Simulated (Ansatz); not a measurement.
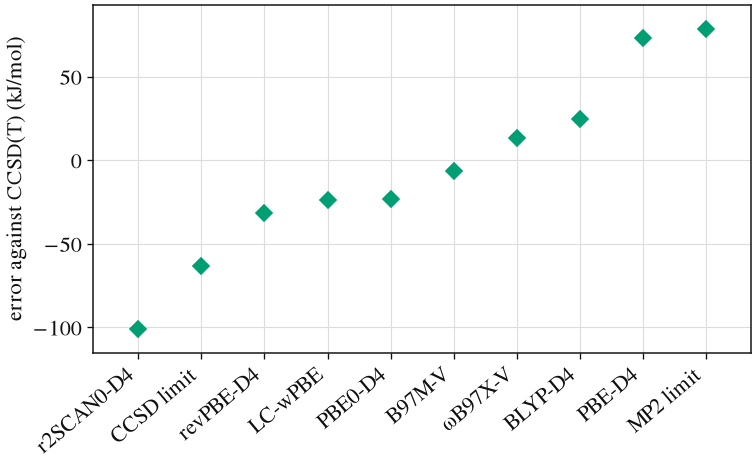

Error in the electronic atomisation energy (method less reference, so positive means overbinding) of CH₅FN₂Si, SMILES C=N[Si@H](N)F: functionals in def2-TZVPP against frozen-core CCSD(T) at the limit (MP2 extrapolated from triple and quadruple zeta, plus CCSD(T) less MP2 in a smaller set), which gives 3852.4 kJ/mol, at a PBE0-D4/def2-TZVP geometry (a minimum by its frequencies), no zero-point or spin-orbit term, the Ansatz code 0.2.0. The reference leaves out core correlation, a term that grows with the number of heavy atoms. No dispersion term is added to LC-wPBE. Limit means the basis limit.

Which of these levels overbind, and which underbind?

Overbind: PBE-D4 and MP2 limit. Underbind: r2SCAN0-D4, CCSD limit and revPBE-D4. Within 25 kJ/mol of zero, too close to call in view of what the reference leaves out: LC-wPBE, PBE0-D4, B97M-V, ωB97X-V and BLYP-D4.

Give the values.

| level | kJ/mol |
| --- | --- |
| r2SCAN0-D4 | −100.9 |
| CCSD limit | −63.5 |
| revPBE-D4 | −31.6 |
| LC-wPBE | −23.8 |
| PBE0-D4 | −23.1 |
| B97M-V | −6.8 |
| ωB97X-V | 13.4 |
| BLYP-D4 | 24.9 |
| PBE-D4 | 73.2 |
| MP2 limit | 78.5 |

Caveats, for all or some of the runs: one conformer of a flexible molecule.
